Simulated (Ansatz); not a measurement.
**Fields on a plane of SrO (rock salt)**

```xyz
2
Lattice="0.0000 2.5975 2.5975 2.5975 0.0000 2.5975 2.5975 2.5975 0.0000" Properties=species:S:1:pos:R:3 pbc="T T T"
O      0.0000     0.0000     0.0000
Sr     2.5975     2.5975     2.5975
```

The slice is a {111} plane (indices of the conventional cell) through the point (0.000, 0.000, 0.000) (fractional), spanned by u = [100] and v = [-1 2 0] in vectors of this cell: u (3.67 Å) and v (6.36 Å, at 90° to u). It covers one period; positions are fractions (u, v).

Atoms on it: O at (0.00, 0.00); O at (0.50, 0.50).

Method: PBE (plane waves to 420 eV, PAW, scalar-relativistic; Ansatz, a first-principles code). k mesh 11×11×11. Near the nuclei the fields are pseudised (PAW); where an atom keeps semicore shells as valence, they peak there. SrO was relaxed with its symmetry unable to fall.

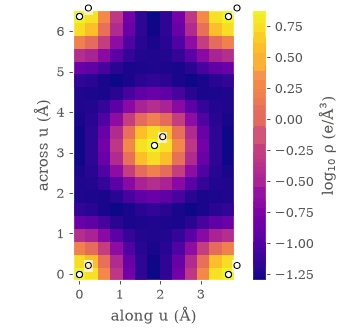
Log₁₀ of the valence density in e/Å³, one period of the plane, atoms marked. The scale is logarithmic, as a density can span decades between atoms and voids.

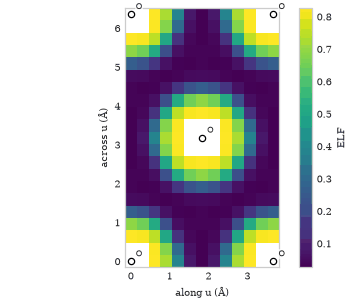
Electron localisation function (ELF), one period of the plane, atoms marked. Points within 0.5 Å of a nucleus are left white, as the pseudised field means little there.
